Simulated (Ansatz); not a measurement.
# What (KCl)2(SnTe)1 [001] superlattice, started as rocksalt type distorts into

Aim: this structure of (KCl)2(SnTe)1 [001] superlattice, started as rocksalt type is to be tested for unstable modes, and one is followed downhill.

Main program and level: Ansatz 0.2.0; DFT PBEsol, scalar-relativistic, plane waves, PAW.

The structure was built from a prototype and need not be the compound's stable phase.

### Step 1. Set-up

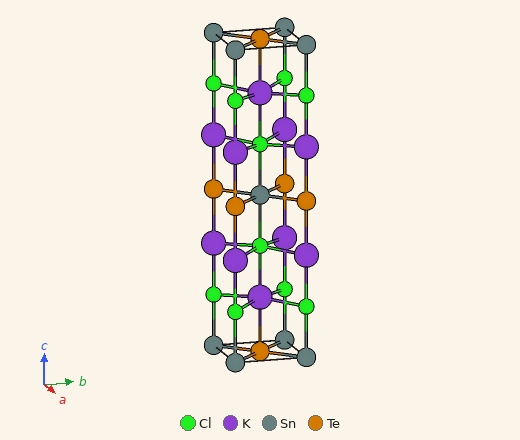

The cell as given, slightly off an axis (chlorine green, potassium purple, tin teal, tellurium orange). This picture shows the conventional cell, with its axes. Some periodic images of atoms are drawn too.

### Step 2. Zone-centre response

The cell comes from relaxations at this level that are not shown. The zone centre is the only wavevector solved here; it holds the modes that light can see, as far as symmetry allows. No field response is asked.

input.yaml reads:

```yaml
crystal:
  lattice:
    - [3.1247977111, 3.1247977111, 0.0]
    - [-3.1247977111, 3.1247977111, 0.0]
    - [3.1247977111, 0.0, 9.5877745561]
  atoms:
    - { symbol: Cl, position: [0.5043161203, 0.4956838797, -0.0086322405] }
    - { symbol: Cl, position: [0.8290172131, 0.1709827869, 0.3419655739] }
    - { symbol: K, position: [-0.0064938357, 0.0064938357, 0.0129876715] }
    - { symbol: K, position: [0.3398271691, 0.6601728309, 0.3203456619] }
    - { symbol: Sn, position: [0.6666666667, 0.3333333333, 0.6666666667] }
    - { symbol: Te, position: [0.1666666667, 0.8333333333, 0.6666666667] }
kpoints:
  mp_grid: { grid: [8, 8, 8] }
hamiltonian:
  xc: pbesol
scf:
  occupations: { method: fixed }
output:
  eigenvalues: true
phonons:
  method: dfpt
```

Started as:

```
ansatz run input.yaml --threads 8 --pin off --max-ram 14336MiB --backend cpu --events-out ev --progress --plain --runs-dir out
```

Numbers of over 12 decimals in the logs are rounded to 6 here.

Log:

```text
Warning: crystal.symmetry: narrowed to the stabiliser of the run's FFT grids — unitary ops 16 → 4. A phonons.method: dfpt run fills in the rows of the dynamical matrix that it does not solve by its symmetry operations, which is exact only for operations that map its FFT grids onto themselves: filled in by any other, the frequencies could depend on the order in which like atoms are typed, or, by more than the grids' own error, on where the crystal sits among the grids' points. Excluded: 12 operations. The run can therefore solve more perturbations, solve them on more k-points, or both, and cost more. [rest of the remark cut]
Engine: ansatz 0.2.0, x86_64-unknown-linux-gnu
Pseudopotentials: kind: paw
Pseudopotential: Cl, paw, valence charge 7, recommended cutoff 420 eV (normal), Cl.paw.azcp
Pseudopotential: K, paw, valence charge 9, recommended cutoff 420 eV (normal), K.paw.azcp
Pseudopotential: Sn, paw, valence charge 14, recommended cutoff 420 eV (normal), Sn.paw.azcp
Pseudopotential: Te, paw, valence charge 16, recommended cutoff 420 eV (normal), Te.paw.azcp
Functional definition: PBEsol
  exchange = pbesol_x
  correlation = pbesol_c
Crystal: 6 atoms, lattice volume = 187.237 Å³
Basis set: ecut = 420 eV, 3697 PW (Γ), exchange–correlation on 60×60×144 points (8 copies of the dense FFT grid, shifted against one another)
Bands: 38, of which v1, the nominal top of the filled ones, is band 31 counted from 1 (30 counted from 0)
Symmetry: 16 space group operations
k-points: 150 of 512 (irreducible under 2 space group operations, time reversal used)
Non-local potential: Cl, projectors of the file, l = 0: 2, l = 1: 2, l = 2: 2
Non-local potential: K, projectors of the file, l = 0: 3, l = 1: 2, l = 2: 2
Non-local potential: Sn, projectors of the file, l = 0: 2, l = 1: 2, l = 2: 2, l = 3: 2
Non-local potential: Te, projectors of the file, l = 0: 2, l = 1: 2, l = 2: 2, l = 3: 2
PAW form: soft (Blöchl's): semilocal exchange-correlation on the pseudo side does not see the compensation charge
PAW frozen core: Cl, regenerated for the run's functional, and the local potential with it (the file was generated under x = pbe(κ = 0.804, μ = 0.219515), c = pbe(β = 0.066725))
PAW frozen core: K, regenerated for the run's functional, and the local potential with it (the file was generated under x = pbe(κ = 0.804, μ = 0.219515), c = pbe(β = 0.066725))
PAW frozen core: Sn, regenerated for the run's functional, and the local potential with it (the file was generated under x = pbe(κ = 0.804, μ = 0.219515), c = pbe(β = 0.066725))
PAW frozen core: Te, regenerated for the run's functional, and the local potential with it (the file was generated under x = pbe(κ = 0.804, μ = 0.219515), c = pbe(β = 0.066725))
PAW one-centre angular grid: Cl, 110 points (default); XC on 64 Gauss nodes
PAW one-centre angular grid: K, 110 points (default); XC on 64 Gauss nodes
PAW one-centre angular grid: Sn, 590 points (default); XC on 64 Gauss nodes
PAW one-centre angular grid: Te, 590 points (default); XC on 64 Gauss nodes
Initial density: superposition of atomic densities (neutral atoms: chi_scale 0, normalization atom), corrected by the library's trained network
Initial wavefunctions: pseudopotential atomic-orbital guess
Functional: x = pbesol(κ = 0.804, μ = 0.123457), c = pbesol(β = 0.046)
SCF iter   1: F=—  HF=-18012.698797 eV  |F-HF|=—  |Δ(HF+E_count)|=         —  Δρ=4.20e-3  dr2=9.03e-2  ethr=1.77e-3  ⟨swp⟩=5.1  Hψ=21689  notcnv=0  defer=673
preconditioner: auto → Resta (q_TF=auto, 2.269 Å⁻¹)  ε∞=2.9  [insulator: Δε(μ)=0.463 eV  Ē_g=11.990 eV  n_scr=42 (ndim 8)  ℏωp=16.7 eV  f_vac=0.078  ε∞_Penn≈2.9]
SCF iter   2: F=—  HF=-18012.672932 eV  |F-HF|=—  |Δ(HF+E_count)|=   2.59e-2  Δρ=1.50e-3  dr2=1.15e-2  ethr=1.46e-4  ⟨swp⟩=2.6  Hψ=8301  notcnv=0  defer=749
SCF iter   3: F=—  HF=-18012.669354 eV  |F-HF|=—  |Δ(HF+E_count)|=   3.58e-3  Δρ=4.83e-4  dr2=1.07e-3  ethr=1.85e-5  ⟨swp⟩=3.7  Hψ=8014  notcnv=0  defer=749
SCF iter   4: F=—  HF=-18012.669133 eV  |F-HF|=—  |Δ(HF+E_count)|=   2.21e-4  Δρ=1.35e-4  dr2=4.84e-5  ethr=1.72e-6  ⟨swp⟩=2.3  Hψ=7372  notcnv=0  defer=749
SCF iter   5: F=—  HF=-18012.669144 eV  |F-HF|=—  |Δ(HF+E_count)|=   1.09e-5  Δρ=4.57e-5  dr2=4.71e-6  ethr=7.81e-8  ⟨swp⟩=2.0  Hψ=10018  notcnv=0  defer=723
SCF iter   6: F=—  HF=-18012.669146 eV  |F-HF|=—  |Δ(HF+E_count)|=   2.00e-6  Δρ=8.98e-6  dr2=2.48e-7  ethr=7.60e-9  ⟨swp⟩=2.5  Hψ=9837  notcnv=0  defer=546
SCF iter   7: F=—  HF=-18012.669146 eV  |F-HF|=—  |Δ(HF+E_count)|=   2.67e-7  Δρ=2.70e-6  dr2=1.59e-8  ethr=3.99e-10  ⟨swp⟩=2.0  Hψ=7053  notcnv=0  defer=552
SCF iter   8: F=—  HF=-18012.669146 eV  |F-HF|=—  |Δ(HF+E_count)|=   1.70e-8  Δρ=7.72e-7  dr2=1.66e-9  ethr=2.57e-11  ⟨swp⟩=2.0  Hψ=8968  notcnv=0  defer=551
SCF iter   9: F=—  HF=-18012.669146 eV  |F-HF|=—  |Δ(HF+E_count)|=  4.80e-10  Δρ=2.28e-7  dr2=1.26e-10  ethr=2.68e-12  ⟨swp⟩=2.0  Hψ=10018  notcnv=0  defer=551
SCF iter  10: F=-18012.669146 eV  HF=-18012.669146 eV  |F-HF|=1.82e-11  |Δ(HF+E_count)|=  1.56e-10  Δρ=6.84e-8  dr2=1.06e-11  ethr=1.00e-12  ⟨swp⟩=17.0  Hψ=41493  notcnv=0
SCF 1 converged in 10 iterations: F = -18012.669146 eV  dr2 = 1.06e-11
  greatest PAW one-centre occupation: 0.998 electrons in one spin orbital (limit 2), on the Te atom at site 5 (counted from 0), in its partial waves of l = 2
DFPT response loops at Γ: preconditioner auto → Resta (q_TF=auto, 2.269 Å⁻¹)  ε∞=11.3 (no band partly filled); β = 1.00, the filter's whole step (`scf.mixing.beta` (0.50) is not read by the response loops at its default; to damp them type it under 1.00, their step now; it binds the ground state too); Broyden in place of MSR1
SCF converged after 10 iterations
Free energy (F): -18012.669146 eV
Harris-Foulkes:  -18012.669146 eV  (|F-HF|=1.82e-11)
Internal energy: -18012.669146 eV  (E = F + TS)
E sigma→0 (E₀):  -18012.669146 eV
Fermi energy:    6.106042 eV
--- Per-component energies (eV) ---
  E_band       = -665.086945
  E_kinetic    = 1196.730214
  E_local      = -4698.542289  (includes V_loc(G=0)·N_el)
  E_nonlocal   = -253.904344
  E_hartree    = 2322.825641
  E_xc         = -983.206509
  E_vxc        = -772.915290  (∫ρ·V_xc dr)
  E_paw        = -11453.181815  (= ΣΔE_a)
  E_vpaw       = -782.106526  (= ΣTr[D̂ρ^β])
  E_aug_tail   = -0.000001  (compensation charges beyond the density's cutoff)
  E_ewald      = -4144.422332
  E_core_change = 1.032289  (= ΣΔE_core)
  E_smearing   = -0.000000  (= −TS)
  E_closure    = -0.000000  (closes the sum)
  Σ components = -18012.669146   (vs F -18012.669146, Δ=0.00e0)
--- Band table (eV; the first three rows and the last of 150) ---
  k-point 0: bands = [... 27 lower, 2.2695, 3.4108, 3.4108, 3.7970, 8.0016, 8.3237, 8.9974, 9.0528, ... 3 higher]
  k-point 1: bands = [... 27 lower, 2.2915, 3.4084, 3.4084, 3.7505, 7.9647, 8.4449, 8.8771, 9.2113, ... 3 higher]
  k-point 2: bands = [... 27 lower, 2.3559, 3.4027, 3.4027, 3.6294, 7.9484, 8.6815, 8.7728, 9.4284, ... 3 higher]
  k-point 149: bands = [... 27 lower, 2.0491, 2.1851, 2.3448, 4.3172, 7.5854, 8.6320, 9.4355, 9.4783, ... 3 higher]
--- Phonons (Γ-DFPT): 12 representative perturbations + reference, on 150 of 512 k-points (Σ response iterations 39) ---
  ASR residual: 5.182e-5 → 0.000e0 eV/Å²; symmetrization residual: 2.059e-5 eV/Å²
  The last average, over the group as it would stand without the narrowing to the FFT grids, took up to 7.455e-6 eV/Å² of the zone centre's force constants
  ASR residual per site (eV/Å²): 4.25e-5 4.25e-5 3.79e-5 3.79e-5 5.18e-5 3.09e-5
  Γ frequencies (cm⁻¹): -56.22 -56.22 0.00 0.00 0.00 38.45 39.68 39.68 50.23 50.23 80.63 127.29 137.85 137.85 139.35 139.35 143.19 146.53
  non-analytic LO–TO correction: not included (Born effective charges unavailable; polar crystals: no LO–TO splitting at Γ)
```

Wall time 98 s (8 threads of AMD EPYC 9R14 (Zen 4), shared host); peak memory 3.7 GiB; 11 min of CPU time.

Numbers from this step:

```yaml
gap_on_the_k_mesh: 0.4720 eV
volume_per_atom: 31.21 Å³
sum_rule_residual_before_enforcement: 5.18e-5 eV/Å²
point_group: 4/mmm
highest_optical_mode_at_the_zone_centre_no_lo_to_term: 146.5 cm⁻¹
lowest_optical_zone_centre_mode: -56.22 cm⁻¹
```

Without the LO-TO term. Patterns of degenerate modes are one choice out of their space. The modes at Γ (shares of kinetic energy by element, %) (negative means imaginary):

```
mode  frequency (cm⁻¹)  symmetry  Cl %  K %  Sn %  Te %
   1             -56.2        Eu     1    1    42    56
   2             -56.2        Eu     1    1    42    56
   3               0.0  acoustic    18   20    30    32
   4               0.0  acoustic    18   20    30    32
   5               0.0  acoustic    18   20    30    32
   6              38.5       A2u    50    2    48     0
   7              39.7        Eu    23   38    27    11
   8              39.7        Eu    23   38    27    11
   9              50.2        Eg    44   56     0     0
  10              50.2        Eg    44   56     0     0
  11              80.6       A2u    27    2    21    51
  12             127.3       A1g    76   24     0     0
  13             137.8        Eu    58   41     0     0
  14             137.8        Eu    58   41     0     0
  15             139.3        Eg    56   44     0     0
  16             139.3        Eg    56   44     0     0
  17             143.2       A2u     6   76     1    17
  18             146.5       A1g    24   76     0     0
```

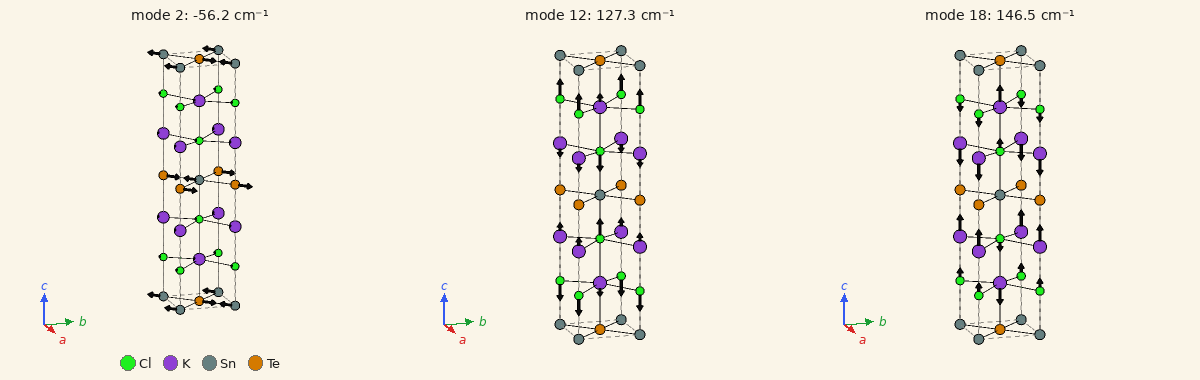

Displacement patterns of modes 2, 12 and 18 at Γ; arrows are exaggerated. Some periodic images of atoms are drawn too.

Before it was imposed, the acoustic sum rule was missed by 5.2e-5 eV/Å². Small misses are needed for a sound result but don't prove that mesh and cutoff are converged. The lowest optical mode is imaginary, 56.2i cm⁻¹, so the energy falls along it.

### Step 3. The mode frozen in, largest atomic shift 0 Å

The mode followed lies at Γ with frequency 56.2i cm⁻¹ and is 2-fold degenerate, the softest among the wavevectors solved. At small amplitude the distorted cell has space group no. 44 by a symmetry search on the positions. The undistorted cell that holds it gives the zero of energy on the same k mesh.

input.yaml reads:

```yaml
crystal:
  lattice:
    - [3.1247977111, 3.1247977111, 0.0]
    - [-3.1247977111, 3.1247977111, 0.0]
    - [3.1247977111, 0.0, 9.5877745561]
  atoms:
    - { symbol: Cl, position: [0.5043161203, 0.4956838797, 0.9913677595] }
    - { symbol: Cl, position: [0.8290172131, 0.1709827869, 0.3419655739] }
    - { symbol: K, position: [0.9935061643, 0.0064938357, 0.0129876715] }
    - { symbol: K, position: [0.3398271691, 0.6601728309, 0.3203456619] }
    - { symbol: Sn, position: [0.6666666667, 0.3333333333, 0.6666666667] }
    - { symbol: Te, position: [0.1666666667, 0.8333333333, 0.6666666667] }
kpoints:
  mp_grid: { grid: [8, 8, 8] }
hamiltonian:
  xc: pbesol
scf:
  occupations: { method: gaussian, width: 0.02 }
output:
  forces: true
  stress: true
  eigenvalues: true
```

Log:

```text
[...]
Crystal: 6 atoms, lattice volume = 187.237 Å³
Basis set: ecut = 420 eV, 3697 PW (Γ), exchange–correlation on 60×60×144 points (8 copies of the dense FFT grid, shifted against one another)
Bands: 38, of which v1, the nominal top of the filled ones, is band 31 counted from 1 (30 counted from 0)
Symmetry: 16 space group operations
[...]
k-points: 59 of 512
[...]
k-point 0: bands = [... 27 lower, 2.2695, 3.4108, 3.4108, 3.7970, 8.0015, 8.3237, 8.9975, 9.0528, ... 2 higher]
  k-point 1: bands = [... 27 lower, 2.2915, 3.4084, 3.4084, 3.7505, 7.9646, 8.4449, 8.8771, 9.2113, ... 2 higher]
  k-point 2: bands = [... 27 lower, 2.3559, 3.4028, 3.4028, 3.6294, 7.9483, 8.6815, 8.7728, 9.4284, ... 2 higher]
  k-point 58: bands = [... 27 lower, 2.1332, 2.1332, 2.3386, 4.3229, 7.5744, 8.8503, 8.8503, 10.3195, ... 2 higher]
[key lines of the parts left out:]
SCF converged after 7 iterations
Free energy (F): -18012.669146 eV
Fermi energy:    6.342521 eV
P = ⅓ Tr σ = -0.0001 GPa (-0.001 kbar)
```

The job ended after 2 s (8 threads; peak memory 0.89 GiB).

Numbers from this step:

| Quantity | Value |
| --- | --- |
| pressure | -1.37e-4 GPa |
| energy from the undistorted cell | 0 meV/atom |

At this level the gap is 0.47 eV on the k-mesh of the self-consistent run, which can miss the band edges.

### Step 4. The mode frozen in, largest atomic shift 0.08 Å

The atoms are moved along the unstable eigenvector, the largest shift by 0.08 Å, with the cell fixed.

input.yaml, the sections that differ from step 3:

```yaml
crystal:
  lattice:
    - [3.1247977111, 3.1247977111, 0.0]
    - [-3.1247977111, 3.1247977111, 0.0]
    - [3.1247977111, 0.0, 9.5877745561]
  atoms:
    - { symbol: Cl, position: [0.5016599782, 0.4956838797, 0.9913677595] }
    - { symbol: Cl, position: [0.826361071, 0.1709827869, 0.3419655739] }
    - { symbol: K, position: [0.9910935425, 0.0064938357, 0.0129876715] }
    - { symbol: K, position: [0.3374145473, 0.6601728309, 0.3203456619] }
    - { symbol: Sn, position: [0.650383481, 0.3333333333, 0.6666666667] }
    - { symbol: Te, position: [0.1847697721, 0.8333333333, 0.6666666667] }
# kpoints, hamiltonian, scf, output: as in step 3
```

Log:

```text
[...]
Crystal: 6 atoms, lattice volume = 187.237 Å³
Basis set: ecut = 420 eV, 3697 PW (Γ), exchange–correlation on 60×60×144 points (8 copies of the dense FFT grid, shifted against one another)
Bands: 38, of which v1, the nominal top of the filled ones, is band 31 counted from 1 (30 counted from 0)
Symmetry: 4 space group operations
[...]
k-points: 95 of 512 (time reversal used)
[...]
k-point 0: bands = [... 27 lower, 2.2761, 3.3695, 3.4528, 3.7814, 8.0013, 8.3415, 8.8513, 9.0514, ... 2 higher]
  k-point 1: bands = [... 27 lower, 2.2966, 3.3671, 3.4503, 3.7355, 7.9683, 8.4585, 8.7817, 9.1552, ... 2 higher]
  k-point 2: bands = [... 27 lower, 2.3575, 3.3613, 3.4441, 3.6164, 7.9554, 8.6908, 8.6926, 9.3440, ... 2 higher]
  k-point 94: bands = [... 27 lower, 2.1150, 2.1366, 2.3886, 4.3006, 7.5623, 8.8569, 8.8658, 10.3211, ... 2 higher]
[key lines of the parts left out:]
SCF converged after 7 iterations
Free energy (F): -18012.674030 eV
Fermi energy:    6.340189 eV
P = ⅓ Tr σ = 0.1124 GPa (1.124 kbar)
```

It took 4.8 s on 8 threads; peak memory 0.97 GiB; 36 s of CPU time.

Numbers from this step:

| Quantity | Value |
| --- | --- |
| pressure | 0.1124 GPa |
| gap on the k-mesh | 0.5394 eV |
| energy from the undistorted cell | -0.814 meV/atom |

The energy, extrapolated to zero smearing, is -0.81 meV/atom against the undistorted cell.

The run ends at a pressure of 0.11 GPa, with forces up to 0.033 eV/Å.

### Step 5. Energy along the mode, all amplitudes (two of the runs are shown above)

An imaginary frequency means negative curvature, so the energy should fall and then rise again as anharmonic terms take over.

This step gave:

| Property | Result |
| --- | --- |
| depth at the lowest point sampled | 0.814 meV/atom |
| largest atomic shift at that point | 0.08 Å |

Energy from the parent against largest atomic shift:

```
largest atomic shift (Å)  energy from the parent (meV/atom)
                  0.0000                                  0
                  0.0400                              -0.31
                  0.0800                             -0.814
                  0.1400                               0.24
                  0.2200                               10.9
```

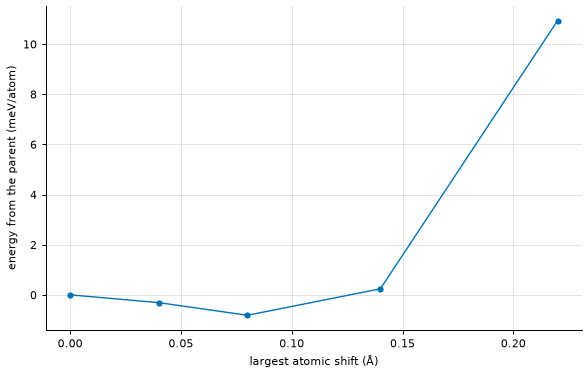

Energy from the parent against largest atomic shift.

Displacement at unit largest shift by atom:

```csv
atom,x (Å),y (Å),z (Å),size
Cl1,-0.104,-0.104,0.000,0.147
Cl2,-0.104,-0.104,0.000,0.147
K3,-0.094,-0.094,0.000,0.133
K4,-0.094,-0.094,0.000,0.133
Sn5,-0.636,-0.636,0.000,0.899
Te6,0.707,0.707,0.000,1.000
```

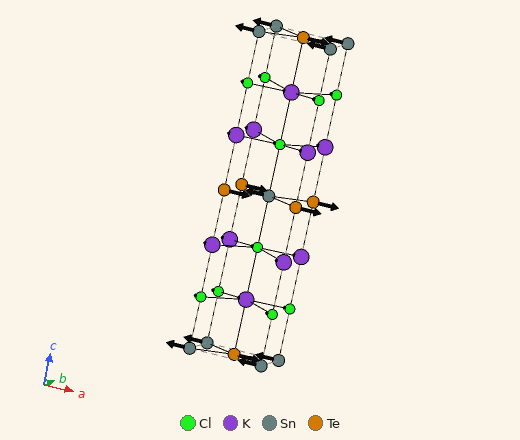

Displacement at unit largest shift as arrows, the longest 1.000 Å. Some periodic images of atoms are drawn too.

The lowest of the steps tried is at 0.08 Å, 0.814 meV/atom below the parent; the bottom of the well need not coincide with a step.

(Continued in part 2 of 2.)

[Logs are printed without paths, hosts, clocks, repeated set-up lines and the standing remarks that a program may print on its own settings, such as how far it seeks lower states.]

[Hosts, paths, dates, database ids (printed as entryN), source tags and the programs' standing remarks are cut or masked in the printed files.]
